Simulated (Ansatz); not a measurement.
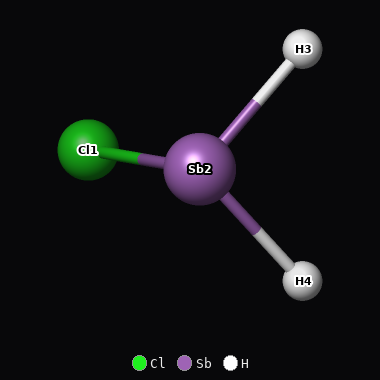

The system is ClH₂Sb (SMILES [Cl][SbH2]) with the probe Li+; the picture shows it without the atoms that are moved over the map. The probe is moved over a plane parallel to the molecule's main plane, 2.43 Å above it. The first coordinate is: x of the probe's Li atom; the second: y of the probe's Li atom. Nothing is relaxed (molecule and probe rigid). The grid has 21 × 17 points; 165 points were computed and 151 follow by symmetry. At 41 points there is no value (left out of the scan, as a rule where atoms come close). Points are written as (first, second). Energies: kJ/mol, counted from molecule and probe far apart, each relaxed in its own basis (no counterpoise correction). Theory: RHF/def2-TZVP in Ansatz.

Range: x of the probe's Li atom from −3.50 to 3.50 Å; y of the probe's Li atom from −2.80 to 2.80 Å.

### What will the energy surface look like?

The lowest grid point is at (2.45 Å, 0.00 Å) [nearest 1 Cl at 2.63 Å], −76 kJ/mol from molecule and probe far apart, each relaxed in its own basis (no counterpoise correction). The highest grid point, (−1.05 Å, −1.05 Å) [nearest 1 Sb at 2.15 Å], lies 160 kJ/mol above the lowest. Near the minimum the well is nearly round, with a curvature of about 0.26 eV/Å².

```
y of the probe's Li atom ↓, x of the probe's Li atom →  −3.15  −2.45  −1.75  −1.05  −0.35  0.35  1.05  1.75  2.45  3.15
                                                  2.80     12      7      0     −6    −10   −11   −14   −18   −23   −25
                                                  2.10     11      2     −9    −14    −14   −18   −26   −32   −37   −37
                                                  1.40     10     −3     −6     24     58    28   −24   −48   −55   −52
                                                  0.70      8     −3     26      –      –     –    15   −58   −70   −66
                                                  0.00      8     −1     53      –      –     –    48   −59   −76   −71
                                                 −0.70      8     −3     26      –      –     –    15   −58   −70   −66
                                                 −1.40     10     −3     −6     24     58    28   −24   −48   −55   −52
                                                 −2.10     11      2     −9    −14    −14   −18   −26   −32   −37   −37
                                                 −2.80     12      7      0     −6    −10   −11   −14   −18   −23   −25
```

The table holds every second grid line.

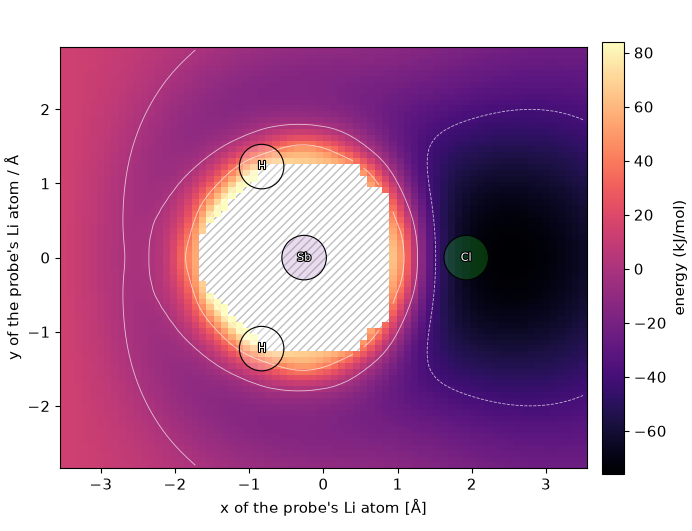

Drawn: a smooth colour map with a few white contour lines, labelled circles for the molecule's atoms, projected on the plane, hatched blanks where no value was computed. Between grid points the surface is interpolated.

Time for the 165 points that were run: 12 min on 1 thread of Arm Neoverse N1 (shared host).
